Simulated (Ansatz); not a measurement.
## Effect of Ti vacancy, symmetric start on TiAl

Base system: a 16-atom supercell of TiAl (space group P4/mmm, No. 123; a = 2.824 Å, c = 4.071 Å) at its relaxed geometry.

One thing is altered: one Ti atom is removed, atoms relaxed at fixed cell.

Computed with plane-wave PAW DFT at the PBE level (Ansatz, a first-principles code, 420 eV), scalar-relativistic without spin-orbit coupling, earlier PAW set. Γ-centred 6×6×6 mesh, Fermi–Dirac width 0.05 eV.

Energy gained by relaxation: 0.00 eV
Largest displacement of a host atom from its site in the perfect cell: 0.01 Å
Mean distance from the defect site to its nearest host atoms: 2.81 Å (base 2.82 Å)

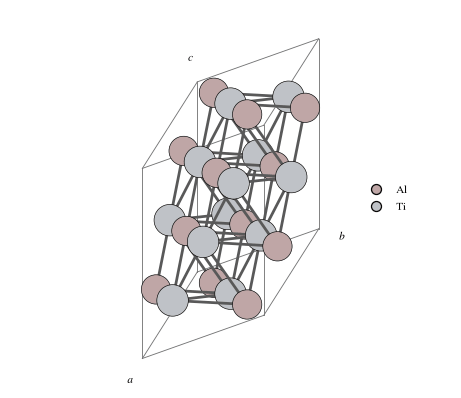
The relaxed cell after the change

In so small a cell the defect repeats every few ångströms: this is an ordered compound, not a dilute defect. The defect started on the symmetric site and kept its symmetry, so it may sit on a saddle. All final runs are without spin polarisation. The defect cell is not spin-polarised.
